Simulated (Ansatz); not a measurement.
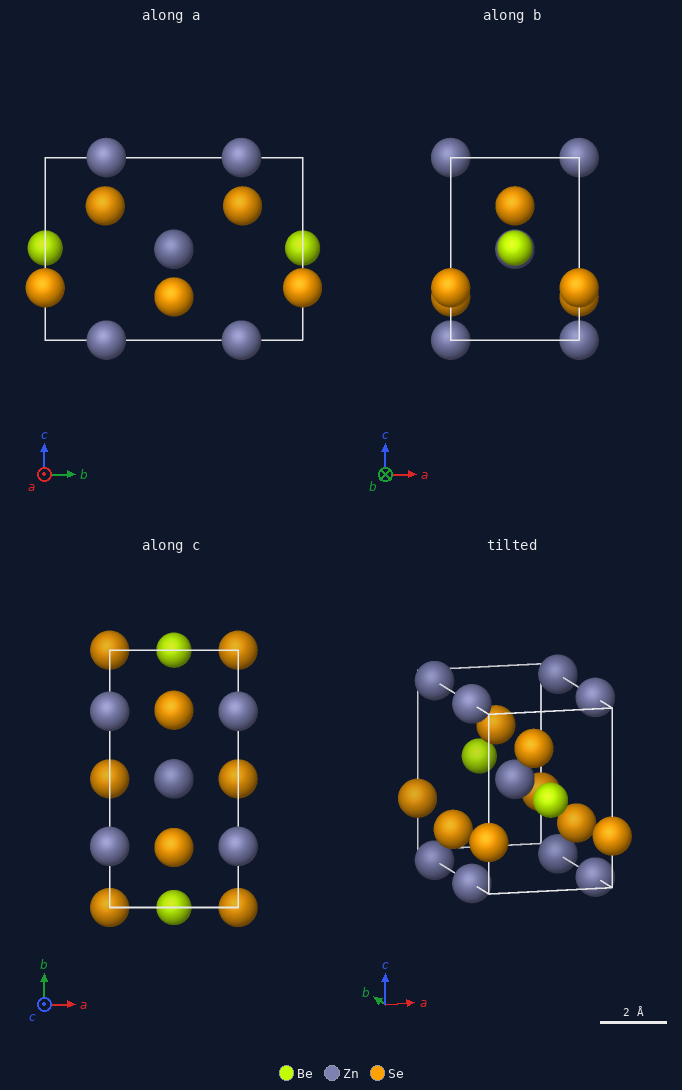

The crystal in a spheres-only representation, seen along the a axis, along the b axis, along the c axis and slightly off an axis. Thin lines show the conventional unit cell, with boundary atoms drawn in all their periodic places.

Lattice parameters: a = 3.945 Å, b = 7.906 Å, c = 5.609 Å, α = 90.00°, β = 90.00°, γ = 90.00°. Put a along x and b in the xy plane.

Question: Give the structure in the form of a POSCAR file, with free fractional coordinates to two decimals.

Answer:
```
Be Zn Se
1.0
     3.945    0.000    0.000
     0.000    7.906    0.000
     0.000    0.000    5.609
Be Zn Se
1 3 4
Direct
  0.50 0.00 0.50
  0.00 0.76 0.00
  0.00 0.24 0.00
  0.50 0.50 0.50
  0.50 0.77 0.74
  0.00 0.00 0.29
  0.50 0.23 0.74
  0.00 0.50 0.24
```

Origin of the cell: a structure type filled with these elements by a generator (whether the compound takes this form wasn't checked). The final geometry of a relaxation with DFT PBE, scalar-relativistic, plane waves, PAW in Ansatz 0.2.0 is shown.
